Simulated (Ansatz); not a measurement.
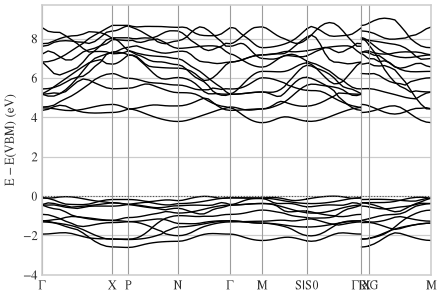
*Band structure from PBE in the plane-wave PAW code Ansatz*

The gap is 3.73 eV; an edge lies off the plotted path or next to a special point (maximum off the standard path, minimum at M).

Question: Which compound is it?
(A) Sr3Sn2O7, I4/mmm (Pearson symbol tI24)
(B) B2CO, chalcopyrite
(C) Ba2YHO3, I4mm (Pearson symbol tI14)
(D) HfSiO4, I4_1/amd (Hf on 4a, Si on 4b, O on 16h)

Answer: C, Ba2YHO3, I4mm (Pearson symbol tI14)

The start of the workflow was typed in or built on a structure type; neither database checked (COD, Materials Project) lists it. Whether it is the stable phase at ambient conditions was not checked. Symmetry was held in the PBE relaxation; its stability against distortions is not shown here. The run is not spin-polarised. Spin–orbit coupling is left out wherever it is not named.

Potentials: the earlier of the program's two PAW sets.
